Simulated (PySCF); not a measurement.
## Electronic structure of C4H9BCl2Si (SMILES C/C=C(/C[SiH3])B(Cl)Cl) in real space

```yaml
atoms:
  - { symbol: C, position_ang: [-2.0967, -1.1956, -0.7961] }
  - { symbol: C, position_ang: [-0.6801, -0.7379, -0.8027] }
  - { symbol: C, position_ang: [-0.1631, 0.3943, -0.2861] }
  - { symbol: C, position_ang: [1.3281, 0.5835, -0.3826] }
  - { symbol: Si, position_ang: [2.2115, -0.1832, 1.1270] }
  - { symbol: B, position_ang: [-0.9690, 1.5102, 0.4280] }
  - { symbol: Cl, position_ang: [-0.1434, 2.7770, 1.2742] }
  - { symbol: Cl, position_ang: [-2.6897, 1.6269, 0.4010] }
  - { symbol: H, position_ang: [-2.1465, -2.2628, -0.9976] }
  - { symbol: H, position_ang: [-2.6620, -0.6780, -1.5723] }
  - { symbol: H, position_ang: [-2.5851, -0.9882, 0.1524] }
  - { symbol: H, position_ang: [0.0106, -1.4168, -1.2914] }
  - { symbol: H, position_ang: [1.7025, 0.1078, -1.2897] }
  - { symbol: H, position_ang: [1.5725, 1.6422, -0.4475] }
  - { symbol: H, position_ang: [3.6472, 0.0631, 0.9836] }
  - { symbol: H, position_ang: [1.9464, -1.6246, 1.1185] }
  - { symbol: H, position_ang: [1.7100, 0.3943, 2.3714] }
```

Geometry: GFN2-xTB.

Level of theory: PBE0/pcSseg-1, SCF density, gas phase, non-relativistic in PySCF.

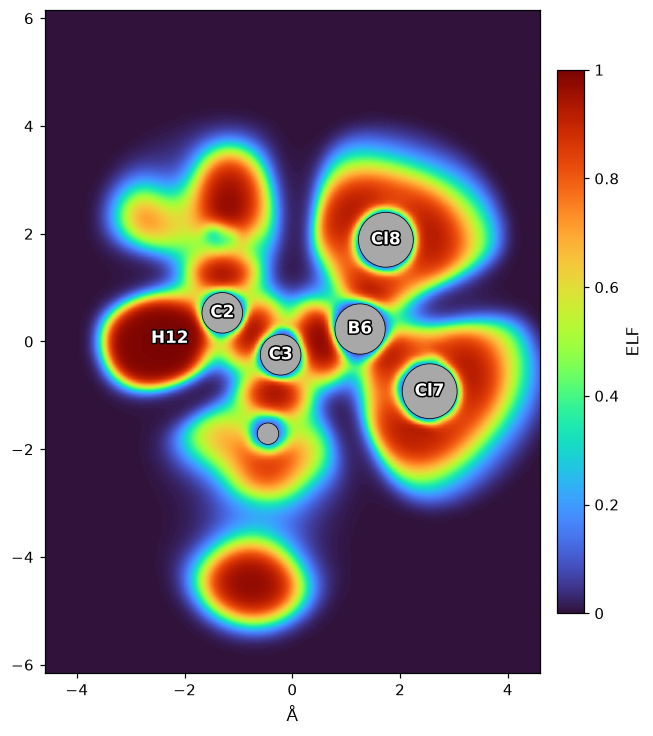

Figure 1. Electron localisation function on the plane of atoms Cl7, B6 and Cl8. Grey discs cover the atomic cores.

### What do the fields say about this system?

The section cuts through C, B, Cl and H sites.
C–C (1.35 Å): the ELF peaks at about 0.95 between the atoms (a covalent bond).
C–B (1.55 Å): the ELF peaks at about 0.95 between the atoms: a covalent bond.
B–Cl (1.72 Å): the ELF peaks at about 0.90 between the atoms; a shared but strongly polarised pair.
C–H (1.08 Å): the ELF climbs to about 1 towards the hydrogen, as it does in any bond to H; a covalent bond by its length.
The ELF also peaks beside Cl7 and Cl8, away from the bonds: lone-pair regions.

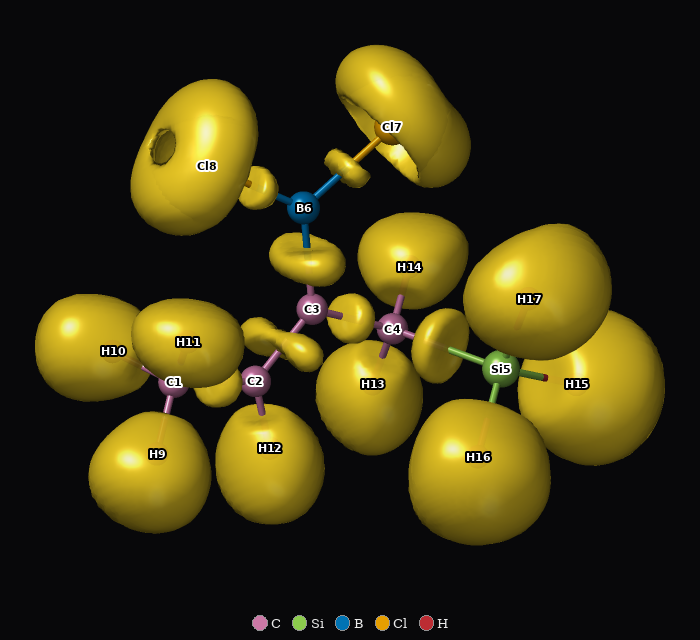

Figure 2. Isosurface of the electron localisation function at 0.85 (yellow), seen at a tilt. Core shells and regions of very low density are left out.

### What do the ELF domains correspond to?

The surface consists of one region between bonded B–C atoms (shared pairs), two regions between bonded B–Cl atoms (shared pairs), three regions between bonded C–C atoms (shared pairs), one region between bonded C–Si atoms (shared pairs), nine regions around hydrogen nuclei and two rings or bowls of non-bonding electrons around Cl.

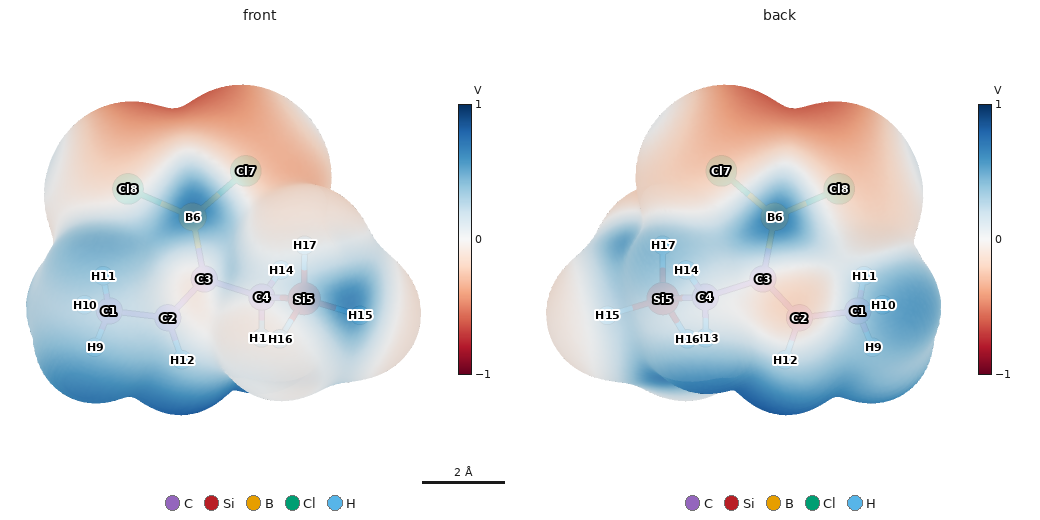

Figure 3. The electrostatic potential painted on the density surface at 0.001 e/bohr³, seen from the front and from behind; red is negative and blue positive.

### Which sites attract a positive test charge, and which a negative one?

A positive charge is drawn to the negative regions and a negative charge to the positive ones. The most negative region (about −0.6 V) lies over Cl7 and Cl8, the most positive (about +0.8 V) over H12.
